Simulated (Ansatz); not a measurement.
# CH5FO2Si: molecular dynamics

The plan is to follow the molecule's vibrations and see whether its bonds hold. The start is relaxed first. Runs: 300 steps of 0.25 fs at constant energy, with velocities drawn for 300 K. SMILES of the start: C[Si](O)(O)F.

Program: Ansatz 0.2.0. Level of theory: RKS r2SCANh-D4/def2-SVP. These are calculated values, not measurements.

**1. The system as given**

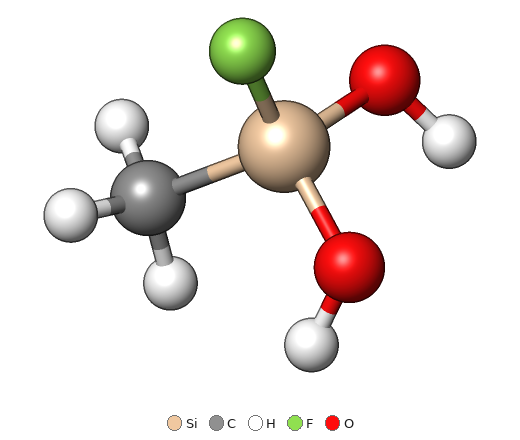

Start, viewed from a free direction; silicon light orange, carbon grey, hydrogen white, fluorine green, oxygen red.

As a file:

```xyz
10

Si    0.0000    0.0000    0.0000
C     0.0000    0.0000    1.8700
H    -0.9996   -0.3092    2.2405
H     0.7676   -0.7111    2.2405
H     0.2320    1.0203    2.2405
F     1.4994    0.0000   -0.5295
O    -0.7913    1.3709   -0.5594
H    -1.7491    1.1401   -0.7818
O    -0.7913   -1.3709   -0.5594
H    -1.2459   -1.8365    0.2129
```

**2. Preparing the start**

The input, input.yaml:

```yaml
crystal:
  periodic: [false, false, false]
  atoms:
    - { symbol: Si, position_ang: [0.0, 0.0, 0.0] }
    - { symbol: C, position_ang: [0.0, 0.0, 1.87] }
    - { symbol: H, position_ang: [-0.9996, -0.3092, 2.2405] }
    - { symbol: H, position_ang: [0.7676, -0.7111, 2.2405] }
    - { symbol: H, position_ang: [0.232, 1.0203, 2.2405] }
    - { symbol: F, position_ang: [1.4994, 0.0, -0.5295] }
    - { symbol: O, position_ang: [-0.7913, 1.3709, -0.5594] }
    - { symbol: H, position_ang: [-1.7491, 1.1401, -0.7818] }
    - { symbol: O, position_ang: [-0.7913, -1.3709, -0.5594] }
    - { symbol: H, position_ang: [-1.2459, -1.8365, 0.2129] }
basis:
  gaussian: { orbitals: def2-SVP }
hamiltonian:
  xc: r2scanh
  dispersion: d4
relax:
  f_tol: 0.02
  max_steps: 40
```

Started as:

```console
$ ansatz run input.yaml --threads 2 --pin off --max-ram 3072MiB --backend cpu --events-out ev --progress --plain --runs-dir out
```

What it wrote, shortened:

```text
Warning: RAYON_NUM_THREADS=2 ignored (pool sized by the plan → 2); use --threads N
[...]
Functional definition: r2SCANh
[...]
1018 factors; integrals over basis functions are off by at most 4.1e-4 eV
[...]
mean field -15797.88672790 eV, -580.5616290581 hartree, gradient 1.8e-5 eV, S^2 0.000000; 0 other end points of the search recorded, 0 dependent functions left out
[...]
reference -15797.88673591 eV, -580.5616293523 hartree; 25, 25 occupied and 74, 74 virtual orbitals, 1018 factors
relax step   1: F+E_penalty+E_count = -15797.93543880 eV  Δ(F+E_penalty+E_count) = +0.000e0 eV  max|allowed force component| = 2.042e0 eV/Å  Δτ_max = 0.0000 Å  (25 SCF iters, accepted)
[...]
relax step   5: F+E_penalty+E_count = -15798.21173159 eV  Δ(F+E_penalty+E_count) = -1.374e-2 eV  max|allowed force component| = 4.512e-1 eV/Å  Δτ_max = 0.0691 Å  (23 SCF iters, accepted)
[...]
relax step   9: F+E_penalty+E_count = -15798.27995296 eV  Δ(F+E_penalty+E_count) = -2.207e-2 eV  max|allowed force component| = 1.071e-1 eV/Å  Δτ_max = 0.2000 Å  (27 SCF iters, accepted)
[...]
relax step  13: F+E_penalty+E_count = -15798.29247635 eV  Δ(F+E_penalty+E_count) = -3.780e-3 eV  max|allowed force component| = 3.420e-2 eV/Å  Δτ_max = 0.0928 Å  (23 SCF iters, accepted)
[...]
relax step  15: F+E_penalty+E_count = -15798.29320800 eV  Δ(F+E_penalty+E_count) = -7.544e-5 eV  max|allowed force component| = 8.811e-2 eV/Å  Δτ_max = 0.0387 Å  (23 SCF iters, accepted)
[...]
relax step  16: F+E_penalty+E_count = -15798.29330397 eV  Δ(F+E_penalty+E_count) = -9.597e-5 eV  max|allowed force component| = 5.609e-3 eV/Å  Δτ_max = 0.0020 Å  (22 SCF iters, accepted)
1018 factors; integrals over basis functions are off by at most 3.9e-4 eV
mean field -15798.24492427 eV, -580.5747925321 hartree, gradient 8.3e-6 eV, S^2 0.000000; 1 other end points of the search recorded, 0 dependent functions left out
[...]
reference -15798.24493234 eV, -580.5747928283 hartree; 25, 25 occupied and 74, 74 virtual orbitals, 1018 factors
Total energy: -15798.29331203 eV, -580.5765707494 hartree
Atom 0 at    -0.257274    -0.039527     0.173046 Å, force    -0.000468     0.002973     0.003487 eV/Å
Atom 1 at     0.013797     0.082935     1.988767 Å, force    -0.000662    -0.002419    -0.004229 eV/Å
Atom 2 at    -0.943963     0.078437     2.526995 Å, force     0.000814    -0.001314    -0.000333 eV/Å
Atom 3 at     0.621192    -0.754612     2.359082 Å, force     0.000691    -0.000130     0.003605 eV/Å
Atom 4 at     0.538143     1.016973     2.235212 Å, force     0.000570    -0.000959    -0.001451 eV/Å
Atom 5 at     1.193222    -0.156106    -0.551657 Å, force    -0.000990    -0.003100     0.001569 eV/Å
Atom 6 at    -1.044174     1.309123    -0.327881 Å, force    -0.002703     0.000068    -0.002782 eV/Å
Atom 7 at    -1.429126     1.283551    -1.208469 Å, force    -0.001564     0.002551    -0.001449 eV/Å
Atom 8 at    -1.125669    -1.351227    -0.327810 Å, force     0.003529     0.005609     0.002704 eV/Å
Atom 9 at    -0.644348    -2.165948    -0.492985 Å, force     0.000783    -0.003280    -0.001120 eV/Å
Dipole moment:    -0.064731    -0.257938     0.013172 e Å
```

Wall time 58 s (2 threads of Arm Neoverse V1, shared host); peak memory 0.24 GiB.

Relaxation path:

```tsv
step	energy from step 1 (eV)	largest force component (eV/Å)
1	0.0000	2.0423
2	-0.1761	0.8780
3	-0.2283	0.2057
4	-0.2626	0.4658
5	-0.2763	0.4512
6	-0.3049	0.1160
7	-0.3192	0.3664
8	-0.3224	0.7834
9	-0.3445	0.1071
10	-0.3500	0.0732
11x	-0.3486	0.4441
12	-0.3533	0.0557
13	-0.3570	0.0342
14	-0.3577	0.0109
15	-0.3578	0.0881
16	-0.3579	0.0056
```

Step 1 is the start. 1 step was tried and not accepted (marked x).

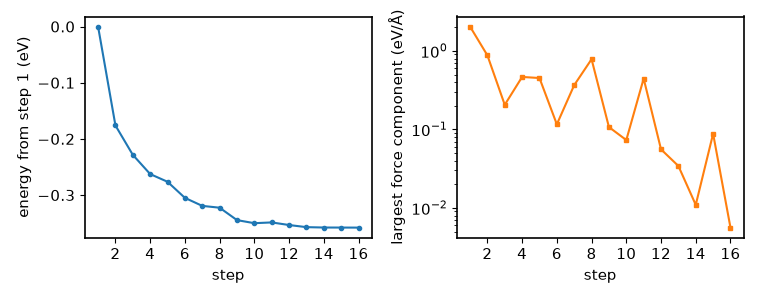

How energy and force went from step to step.

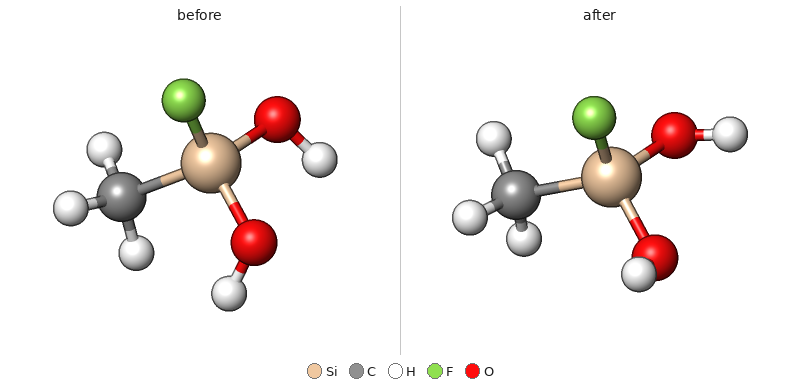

The structure before (left) and after (right), drawn at the same scale.

After: Bond lengths: Si1–C2 1.840 Å, C2–H3 1.099 Å, C2–H4 1.099 Å, C2–H5 1.099 Å, Si1–F6 1.626 Å, Si1–O7 1.640 Å, O7–H8 0.961 Å, Si1–O9 1.651 Å, O9–H10 0.961 Å. Angles: Si1–C2–H3 110.8°, Si1–C2–H4 111.3°, Si1–C2–H5 110.4°, H3–C2–H4 108.3°, H3–C2–H5 108.0°, H4–C2–H5 108.0°, C2–Si1–F6 108.3°, C2–Si1–O7 108.5°, C2–Si1–O9 115.5°, F6–Si1–O7 110.5°, F6–Si1–O9 106.1°, O7–Si1–O9 108.0°, Si1–O7–H8 116.7°, Si1–O9–H10 117.5°.

**3. The run**

300 steps of 0.25 fs at constant energy, with velocities drawn for 300 K, from the relaxed start.

The input, input.yaml:

```yaml
crystal:
  periodic: [false, false, false]
  atoms:
    - { symbol: Si, position_ang: [-0.257274, -0.039527, 0.173046] }
    - { symbol: C, position_ang: [0.013797, 0.082935, 1.988767] }
    - { symbol: H, position_ang: [-0.943963, 0.078437, 2.526995] }
    - { symbol: H, position_ang: [0.621192, -0.754612, 2.359082] }
    - { symbol: H, position_ang: [0.538143, 1.016973, 2.235212] }
    - { symbol: F, position_ang: [1.193222, -0.156106, -0.551657] }
    - { symbol: O, position_ang: [-1.044174, 1.309123, -0.327881] }
    - { symbol: H, position_ang: [-1.429126, 1.283551, -1.208469] }
    - { symbol: O, position_ang: [-1.125669, -1.351227, -0.32781] }
    - { symbol: H, position_ang: [-0.644348, -2.165948, -0.492985] }
basis:
  gaussian: { orbitals: def2-SVP }
hamiltonian:
  xc: r2scanh
  dispersion: d4
md:
  timestep: 0.25
  n_steps: 300
  ensemble: nve
  temperature: 300.0
  initial_velocities: maxwell_boltzmann
  seed: 519649
```

Started as:

```console
$ ansatz run input.yaml --threads 2 --pin off --max-ram 3072MiB --backend cpu --events-out ev --progress --plain --runs-dir out
```

What it wrote, shortened:

```text
Warning: RAYON_NUM_THREADS=2 ignored (pool sized by the plan → 2); use --threads N
[...]
[... 1 set-up line as earlier in the session ...]
[...]
1015 factors; integrals over basis functions are off by at most 3.6e-4 eV
[...]
mean field -15798.24493451 eV, -580.5747929083 hartree, gradient 2.6e-5 eV, S^2 0.000000; 0 other end points of the search recorded, 0 dependent functions left out
[...]
reference -15798.24494260 eV, -580.5747932056 hartree; 25, 25 occupied and 74, 74 virtual orbitals, 1015 factors
md step     0: t =     0.00 fs  T =   300.0 K  F+E_penalty+E_count = -15798.29331421 eV  E_kin = 0.310224 eV  conserved = -15797.98309021 eV  (25 SCF iters)
[...]
md step    20: t =     5.00 fs  T =   192.5 K  F+E_penalty+E_count = -15798.18180948 eV  E_kin = 0.199029 eV  conserved = -15797.98278079 eV  (26 SCF iters)
[...]
md step    40: t =    10.00 fs  T =    80.3 K  F+E_penalty+E_count = -15798.06533833 eV  E_kin = 0.082987 eV  conserved = -15797.98235141 eV  (26 SCF iters)
[...]
md step    60: t =    15.00 fs  T =   128.5 K  F+E_penalty+E_count = -15798.11526038 eV  E_kin = 0.132912 eV  conserved = -15797.98234816 eV  (22 SCF iters)
[...]
md step    79: t =    19.75 fs  T =   182.1 K  F+E_penalty+E_count = -15798.17086460 eV  E_kin = 0.188294 eV  conserved = -15797.98257077 eV  (26 SCF iters)
md step    80: t =    20.00 fs  T =   197.2 K  F+E_penalty+E_count = -15798.18658618 eV  E_kin = 0.203888 eV  conserved = -15797.98269801 eV  (25 SCF iters)
```

**4. The log goes on: dynamics from the start**

The log, continued, shortened:

```text
md step    81: t =    20.25 fs  T =   211.2 K  F+E_penalty+E_count = -15798.20120838 eV  E_kin = 0.218405 eV  conserved = -15797.98280356 eV  (25 SCF iters)
[...]
md step   107: t =    26.75 fs  T =   126.4 K  F+E_penalty+E_count = -15798.11322121 eV  E_kin = 0.130712 eV  conserved = -15797.98250894 eV  (26 SCF iters)
[...]
md step   133: t =    33.25 fs  T =   122.0 K  F+E_penalty+E_count = -15798.10891282 eV  E_kin = 0.126166 eV  conserved = -15797.98274686 eV  (26 SCF iters)
[...]
md step   159: t =    39.75 fs  T =   120.1 K  F+E_penalty+E_count = -15798.10648283 eV  E_kin = 0.124145 eV  conserved = -15797.98233781 eV  (26 SCF iters)
[...]
md step   183: t =    45.75 fs  T =   169.7 K  F+E_penalty+E_count = -15798.15824056 eV  E_kin = 0.175506 eV  conserved = -15797.98273501 eV  (26 SCF iters)
md step   184: t =    46.00 fs  T =   184.8 K  F+E_penalty+E_count = -15798.17400721 eV  E_kin = 0.191144 eV  conserved = -15797.98286304 eV  (25 SCF iters)
```

**5. More of the same log: dynamics from the start**

The log, continued, shortened:

```text
md step   185: t =    46.25 fs  T =   196.4 K  F+E_penalty+E_count = -15798.18604824 eV  E_kin = 0.203096 eV  conserved = -15797.98295191 eV  (25 SCF iters)
[...]
md step   206: t =    51.50 fs  T =   153.3 K  F+E_penalty+E_count = -15798.14144032 eV  E_kin = 0.158553 eV  conserved = -15797.98288683 eV  (26 SCF iters)
[...]
md step   227: t =    56.75 fs  T =    72.9 K  F+E_penalty+E_count = -15798.05772396 eV  E_kin = 0.075372 eV  conserved = -15797.98235150 eV  (22 SCF iters)
[...]
md step   248: t =    62.00 fs  T =   134.0 K  F+E_penalty+E_count = -15798.12106084 eV  E_kin = 0.138610 eV  conserved = -15797.98245116 eV  (26 SCF iters)
[...]
md step   299: t =    74.75 fs  T =    64.8 K  F+E_penalty+E_count = -15798.04939713 eV  E_kin = 0.067056 eV  conserved = -15797.98234065 eV  (22 SCF iters)
[...]
Atom 0 at    -0.269541    -0.033305     0.139706 Å, force     1.049643    -1.017326     0.769519 eV/Å
Atom 1 at    -0.007904     0.016586     1.975240 Å, force     0.699406     1.051205    -0.439774 eV/Å
Atom 2 at    -0.939808     0.216920     2.508824 Å, force    -0.164978     0.036862     0.098766 eV/Å
Atom 3 at     0.445399    -0.899931     2.371438 Å, force     0.074248    -0.004816    -0.033106 eV/Å
Atom 4 at     0.692160     0.881422     2.146274 Å, force    -0.455510    -0.676025     0.201898 eV/Å
Atom 5 at     1.239521    -0.103965    -0.560446 Å, force    -1.277933     0.087415     0.305602 eV/Å
Atom 6 at    -1.057807     1.326169    -0.327174 Å, force    -0.051526    -0.171989    -2.219741 eV/Å
Atom 7 at    -1.157714     1.367424    -1.325076 Å, force     0.052887     0.116587     1.809569 eV/Å
Atom 8 at    -1.123259    -1.381760    -0.267453 Å, force    -0.435819     2.155799    -1.111994 eV/Å
Atom 9 at    -0.992273    -2.258868     0.004908 Å, force     0.509581    -1.577713     0.619262 eV/Å
Dipole moment:    -0.136024    -0.245043     0.053419 e Å
```

It took 16 min on 2 threads of Arm Neoverse V1, shared host; peak memory 0.23 GiB.

**6. The trajectory**

The trajectory, every 16 steps (energies from step 0):

```tsv
time (fs)	T (K)	potential energy change (meV/atom)	total energy change (meV/atom)
0.0	300	0.0	0.00
4.0	230	7.2	0.01
8.0	134	17.2	0.03
12.0	137	16.9	0.02
16.0	190	11.4	0.04
20.0	197	10.7	0.04
24.0	143	16.3	0.07
28.0	86	22.2	0.07
32.0	70	23.9	0.08
36.0	95	21.2	0.08
40.0	113	19.4	0.08
44.0	135	17.2	0.08
48.0	143	16.3	0.06
52.0	122	18.4	0.05
56.0	104	20.4	0.05
60.0	151	15.4	0.03
64.0	204	9.9	0.02
68.0	206	9.7	0.00
72.0	141	16.5	0.02
75.0	76	23.3	0.07
```

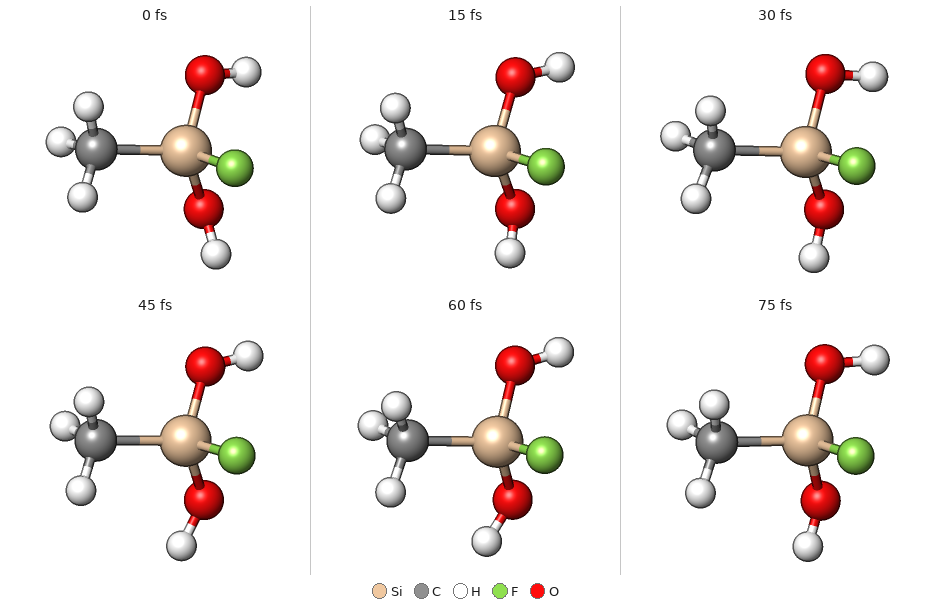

The system at six times, viewed from a chosen angle. Sticks join atoms within a bonding distance in each frame.

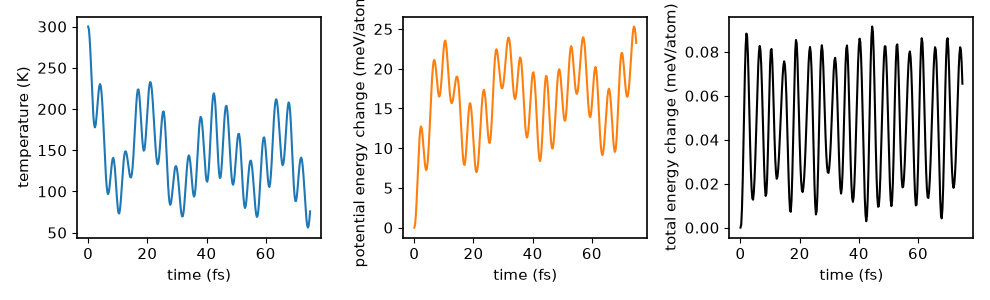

Traces against time; each panel has its own scale.

**7. Positions and forces**

Extended XYZ, with forces in eV/Å:

```xyz
10
time_fs=9.5 T=104 dE=0.2032
Si   -0.265   -0.030    0.194    0.993   -1.507   -0.868
C     0.024    0.090    1.983   -0.811   -0.710    1.023
H    -0.984    0.090    2.469    0.485    0.043   -0.158
H     0.555   -0.789    2.404   -0.073    0.285   -0.242
H     0.534    0.991    2.322    0.203    0.258   -0.131
F     1.180   -0.139   -0.571   -0.192   -0.083    0.285
O    -1.014    1.261   -0.334   -0.127    1.533    1.694
H    -1.378    1.378   -1.173   -0.826    0.139   -2.023
O    -1.137   -1.349   -0.353    1.162   -0.613    0.677
H    -0.575   -2.153   -0.254   -0.813    0.655   -0.257
10
time_fs=18.8 T=149 dE=0.1566
Si   -0.249   -0.055    0.191   -0.415    0.755   -0.362
C     0.011    0.084    2.016   -0.808   -1.009   -0.109
H    -1.011    0.136    2.484    0.874   -0.054   -0.135
H     0.560   -0.815    2.390   -0.358    0.543   -0.035
H     0.575    0.977    2.260    0.213    0.375    0.160
F     1.164   -0.127   -0.581    0.594   -0.117   -0.007
O    -1.025    1.294   -0.345    0.839   -0.214    2.848
H    -1.312    1.345   -1.215   -0.807    0.065   -2.537
O    -1.119   -1.343   -0.351    0.570   -1.690    0.601
H    -0.720   -2.229   -0.140   -0.701    1.345   -0.424
10
time_fs=28.0 T=86 dE=0.2220
Si   -0.243   -0.064    0.178   -0.942    1.155    0.580
C    -0.010    0.066    2.023   -0.264   -0.645    0.185
H    -0.951    0.183    2.619    0.440   -0.077   -0.611
H     0.542   -0.797    2.462   -0.226    0.332   -0.317
H     0.595    0.947    2.206    0.312    0.468    0.188
F     1.170   -0.119   -0.589    0.531   -0.004   -0.015
O    -1.041    1.333   -0.344    1.078   -1.196    2.312
H    -1.220    1.238   -1.251   -0.572    0.084   -2.123
O    -1.099   -1.351   -0.334   -0.342   -1.908    0.070
H    -0.967   -2.311   -0.120   -0.015    1.791   -0.270
10
time_fs=37.5 T=177 dE=0.1276
Si   -0.260   -0.045    0.177    0.582   -0.711    0.101
C    -0.011    0.054    2.013   -0.074   -0.011   -0.077
H    -0.953    0.218    2.569    0.127   -0.160   -0.227
H     0.521   -0.808    2.448   -0.161    0.005   -0.163
H     0.612    0.925    2.210    0.247    0.349    0.114
F     1.194   -0.112   -0.596   -0.634    0.065    0.489
O    -1.031    1.313   -0.333    0.162   -0.237    0.584
H    -1.206    1.293   -1.267   -0.241    0.181   -0.734
O    -1.101   -1.368   -0.328   -0.242   -0.708    0.091
H    -1.072   -2.302   -0.035    0.234    1.228   -0.177
10
time_fs=47.0 T=199 dE=0.1046
Si   -0.263   -0.043    0.178    1.038   -0.735   -0.698
C     0.003    0.062    1.990   -0.152   -0.104   -0.495
H    -0.985    0.175    2.432   -0.230    0.117    0.398
H     0.444   -0.867    2.352    0.203   -0.154    0.246
H     0.636    0.914    2.254    0.047    0.038    0.093
F     1.196   -0.104   -0.582   -0.498   -0.058    0.360
O    -1.021    1.281   -0.331   -0.798    1.196   -0.964
H    -1.258    1.484   -1.256    0.305   -0.384    0.860
O    -1.116   -1.369   -0.330    0.059    0.206    0.239
H    -0.976   -2.184    0.154    0.027   -0.122   -0.039
10
time_fs=56.2 T=91 dE=0.2163
Si   -0.242   -0.057    0.160   -1.019    1.081   -0.436
C     0.002    0.057    1.961    0.478    0.215    0.335
H    -0.953    0.174    2.447   -0.734    0.152    0.331
H     0.417   -0.867    2.347    0.319   -0.479    0.209
H     0.652    0.877    2.323   -0.148   -0.181   -0.387
F     1.180   -0.098   -0.556    0.973   -0.209   -0.486
O    -1.034    1.290   -0.331   -0.507    0.800   -1.557
H    -1.261    1.554   -1.266    0.560   -0.786    1.764
O    -1.127   -1.365   -0.318    0.081    0.604   -0.150
H    -0.883   -2.083    0.246   -0.003   -1.197    0.376
10
time_fs=65.5 T=135 dE=0.1717
Si   -0.246   -0.047    0.134   -0.820    0.115    1.185
C    -0.009    0.031    1.971    1.028    0.956   -0.400
H    -0.945    0.213    2.480   -0.544    0.054    0.298
H     0.452   -0.871    2.370    0.093   -0.373    0.123
H     0.688    0.877    2.223   -0.508   -0.537   -0.153
F     1.199   -0.099   -0.549    0.610   -0.083   -0.524
O    -1.050    1.312   -0.322   -0.179    0.188   -2.383
H    -1.190    1.445   -1.314    0.281   -0.296    2.187
O    -1.124   -1.372   -0.286   -0.320    1.509   -1.116
H    -0.955   -2.177    0.149    0.358   -1.532    0.783
10
time_fs=75.0 T=76 dE=0.2325
Si   -0.270   -0.033    0.140    1.050   -1.017    0.769
C    -0.008    0.017    1.975    0.699    1.051   -0.440
H    -0.940    0.217    2.509   -0.165    0.037    0.099
H     0.445   -0.900    2.371    0.074   -0.005   -0.033
H     0.692    0.881    2.146   -0.456   -0.676    0.202
F     1.240   -0.104   -0.560   -1.278    0.087    0.306
O    -1.058    1.326   -0.327   -0.051   -0.172   -2.220
H    -1.158    1.367   -1.325    0.053    0.117    1.810
O    -1.123   -1.382   -0.268   -0.436    2.156   -1.112
H    -0.992   -2.259    0.005    0.510   -1.578    0.619
```

**8. Results**

| quantity | value |
| --- | --- |
| relaxation of the start | 14 moves, 0.358 eV lower |
| length | 300 steps of 0.25 fs |
| temperature, first and last step | 300 and 76 K |
| temperature, second half | mean 140 K, from 56 to 219 K |
| potential energy, second half | +17 meV/atom from the start |
| largest change of the total energy | 0.09 meV/atom |
| bonds formed or broken | 0 |

**Reading.** The temperature starts at 300 K and averages 140 K in the second half, where it ranges from 56 to 219 K. About half is expected from a start at a minimum: kinetic energy passes into potential energy until both shares match. The total energy strays from its start by at most 0.09 meV/atom, 0.6 % of the mean kinetic energy, which is good for a step of 0.25 fs. The bonding pattern survives the run. 75 fs on 10 atoms is far too short and small for converged averages. The nuclei move classically, without zero-point motion, which matters most for hydrogen.
